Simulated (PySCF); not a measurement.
# C13H14O2: the cost of one run

Programs: PySCF 2.14.0, with density-fitted response routines of our own. Each step states its level of theory. These are calculated values for one molecule in the gas phase, unless marked as measured. Atoms are numbered from 0 throughout.

### Step 1. Starting geometry

29 atoms, charge 0, multiplicity 1; geometry from: GFN2-xTB.

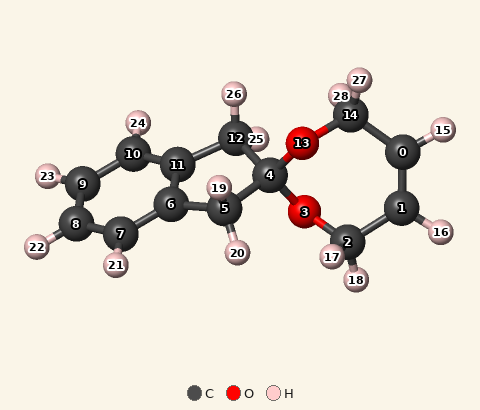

The starting geometry (carbon dark grey, oxygen red, hydrogen pink), atoms numbered.

### Step 2. Geometry optimisation at PBE0-D3(BJ)/def2-SVP

What the job is given:

```
{"job": {"xc": "PBE0", "basis": "def2-SVP", "d3": "d3bj", "grid": 1, "kind": "geom"}, "charge": 0, "multiplicity": 1}
C     -3.823170    -0.281230     0.226490
C     -3.637130     0.625110    -0.718940
C     -2.288810     1.159480    -1.119440
O     -1.264320     0.188600    -1.029150
C     -0.670950     0.024150     0.238010
C      0.333500     1.155820     0.572230
C      1.670830     0.584890     0.221370
C      2.880930     1.241960     0.115140
C      4.009840     0.513540    -0.231160
C      3.925750    -0.849570    -0.459900
C      2.709760    -1.509340    -0.353460
C      1.584450    -0.783010    -0.016530
C      0.178520    -1.271130     0.140360
O     -1.626690     0.000600     1.267370
C     -2.728750    -0.867180     1.075390
H     -4.814940    -0.651130     0.444730
H     -4.477530     1.022850    -1.269380
H     -2.046420     2.043490    -0.510850
H     -2.308620     1.457620    -2.171710
H      0.261070     1.382090     1.637890
H      0.110860     2.062660     0.009570
H      2.948340     2.305190     0.293450
H      4.961830     1.014950    -0.326070
H      4.813510    -1.403560    -0.728160
H      2.645490    -2.572190    -0.535000
H     -0.146960    -1.871570    -0.709480
H      0.066810    -1.854720     1.057220
H     -3.115090    -1.058600     2.081520
H     -2.398000    -1.823660     0.644290
```

**Question.** How long does this first job take on 8 threads of Arm Neoverse N1, shared host?

About 11 min.
